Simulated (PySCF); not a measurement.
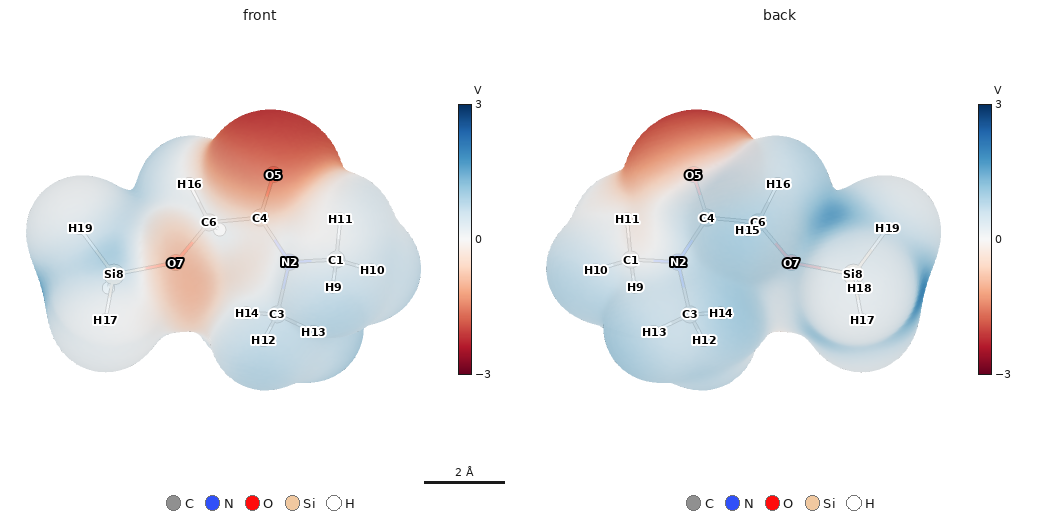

The picture shows: C4H11NO2Si (SMILES CN(C)C(=O)CO[SiH3]). The molecular electrostatic potential painted on the density surface at 0.002 e/bohr³, seen from the front and from behind; red is negative and blue positive.

Geometry: GFN2-xTB.

Level of theory: PySCF 2.14.0, PBE0/pcSseg-1, SCF density, gas phase, non-relativistic.

```yaml
atoms:
  - { symbol: C, position_ang: [-2.6282, -0.7547, -0.3927] }
  - { symbol: N, position_ang: [-1.2310, -0.3835, -0.4258] }
  - { symbol: C, position_ang: [-0.9725, 0.9404, -0.9317] }
  - { symbol: C, position_ang: [-0.3155, -1.2492, 0.0491] }
  - { symbol: O, position_ang: [-0.6090, -2.3659, 0.4357] }
  - { symbol: C, position_ang: [1.1477, -0.7974, 0.0614] }
  - { symbol: O, position_ang: [1.3130, 0.4245, 0.7128] }
  - { symbol: Si, position_ang: [2.6792, 1.1414, 1.2126] }
  - { symbol: H, position_ang: [-3.1942, -0.0358, 0.2032] }
  - { symbol: H, position_ang: [-3.0364, -0.7794, -1.4056] }
  - { symbol: H, position_ang: [-2.7071, -1.7438, 0.0534] }
  - { symbol: H, position_ang: [-1.3126, 1.6949, -0.2166] }
  - { symbol: H, position_ang: [-1.5202, 1.0767, -1.8677] }
  - { symbol: H, position_ang: [0.0844, 1.0970, -1.1153] }
  - { symbol: H, position_ang: [1.5157, -0.7326, -0.9729] }
  - { symbol: H, position_ang: [1.7111, -1.5874, 0.5688] }
  - { symbol: H, position_ang: [2.0870, 2.3205, 1.8208] }
  - { symbol: H, position_ang: [3.5460, 1.4533, 0.0693] }
  - { symbol: H, position_ang: [3.4329, 0.2901, 2.1335] }
```

> Which sites attract a positive test charge, and which a negative one?

A positive charge is drawn to the negative regions and a negative charge to the positive ones. The most negative region (about −2.1 V) lies over O5, the most positive (about +1.8 V) over Si8. O5 is the likeliest acceptor of a hydrogen bond.
